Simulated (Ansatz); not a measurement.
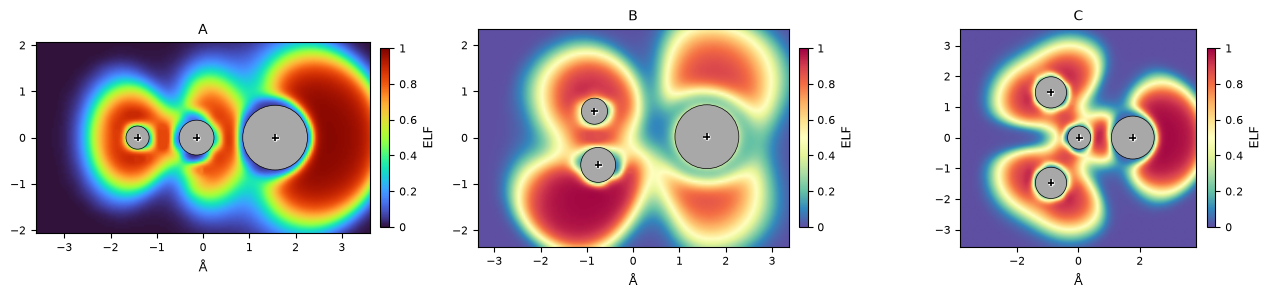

The ELF of 3 systems, each on a plane through atoms (crosses mark nuclei in the plane; grey discs cover the cores).

Theory: isolated molecule in a Gaussian basis; Kohn-Sham density functional theory, functional PBE0 (Ansatz 0.2.0).

System 1: CFSi (doublet), a plane that holds the molecular axis. Geometry: PBE0-D3(BJ)/def2-SVP.

```yaml
atoms:
  - { symbol: C, position_ang: [0.0000, 0.0000, -0.1407] }
  - { symbol: F, position_ang: [0.0000, 0.0000, -1.4162] }
  - { symbol: Si, position_ang: [0.0000, 0.0000, 1.5569] }
```

System 2: COTe, the molecular plane. Geometry: B3LYP-D3(BJ)/def2-SVP; core potentials replace the inner electrons of Te.

```xyz
3

C     1.1040    0.5406    0.2506
O     0.0144    0.3293    0.5948
Te    0.1885   -0.4641   -1.7583
```

System 3: CCl2Si (SMILES [Si]=C(Cl)Cl), the molecular plane. Geometry: PBE0-D3(BJ)/pcseg-1.

```yaml
atoms:
  - { symbol: C, position_ang: [-0.1654, 0.3590, 0.6360] }
  - { symbol: Cl, position_ang: [-0.8797, -1.1043, 0.0279] }
  - { symbol: Cl, position_ang: [0.1909, 1.5853, -0.5430] }
  - { symbol: Si, position_ang: [0.1747, 0.5840, 2.3353] }
```

> Which map belongs to which system?

Panel A is system 1, CFSi: the plane holds C, F and Si. C–F (1.28 Å): the ELF peaks at about 0.85 between the atoms, as expected for a polar covalent bond. Panel B is system 2, COTe: the plane holds C, O and Te. C–O (1.16 Å): the ELF peaks at about 0.85 between the atoms; a multiple bond. Panel C is system 3, CCl2Si: the plane holds C, Cl and Si. C–Cl (1.74 Å): the ELF peaks at about 0.85 between the atoms (a covalent bond).
